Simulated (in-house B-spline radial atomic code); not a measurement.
```
Z = 31
electrons = 29.0
configuration = [Ar] 3d10 4s1
hamiltonian = nr
method = pbe,pbe
lmax = 9
wall_radius = 2.5
spin_polarised = True
box_radius = 2.5
intervals = 44
```

Command:
```bash
python run_gw.py task.json out
```

All-electron spherical atom, non-relativistic, PBE start, no spin-orbit coupling, Breit or QED terms; computed with a B-spline radial code, inside a hard wall of radius 2.5 bohr. The quasi-particle equation is solved at full frequency; levels of low quasi-particle weight Z are left out.

Mean-field and G₀W₀ levels (solid occupied, dashed empty) for Ga²⁺:

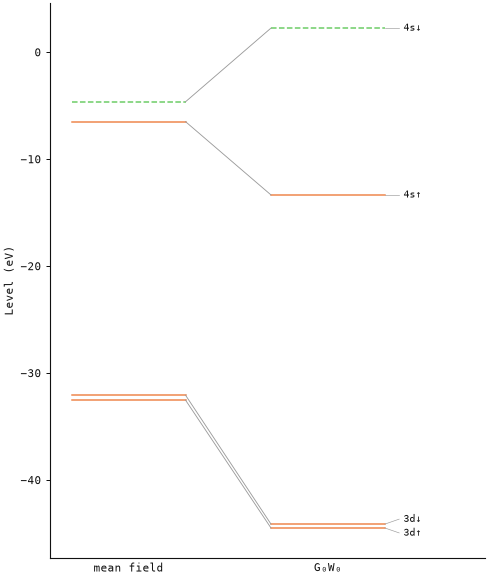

G₀W₀ moves the highest occupied level, 4s↑, from −6.51 to −13.36 eV (renormalisation factor Z = 0.97). The empty level 4s↓ goes from −4.65 to 2.24 eV.

```
Level  Mean field (eV)  Σx − vxc (eV)  Σc (eV)     Z  G₀W₀ (eV)
  4s↓            −4.65          10.27    −3.38  0.95       2.24
  4s↑            −6.51          −4.54    −2.32  0.97     −13.36
  3d↓           −32.08         −14.14     2.08  0.94     −44.14
  3d↑           −32.54         −14.05     2.09  0.94     −44.50
```
